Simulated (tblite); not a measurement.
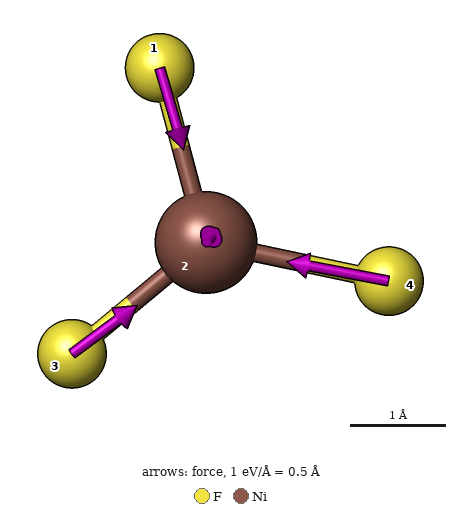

Starting geometry of NiF₃ (multiplicity 4) with the computed forces as purple arrows. Style: ball-and-stick. Shown at a tilt.

All numbers below come from GFN2-xTB geometry optimisation, gas phase (tblite 0.8.0). 

Question: Is this structure relaxed? If not, where do the atoms go?

Answer: It isn't relaxed: the largest force vector, on F4, is 2.22 eV/Å. The atoms end up moving mostly along the starting forces (cosine between the two patterns 0.92). F4 moves most after the best rigid fit: 0.26 Å. By element the largest moves are F 0.26 Å, Ni 0.13 Å. Some distances before and after: Ni2–F4 1.970 → 1.726 Å, F1–Ni2 1.903 → 1.731 Å, Ni2–F3 1.866 → 1.731 Å. Bond angles that change, for instance: F3–Ni2–F4 127.1° → 120.3°, F1–Ni2–F3 114.1° → 119.4°, F1–Ni2–F4 116.7° → 120.3°. Over 21 geometry steps the energy falls by 0.663 eV.
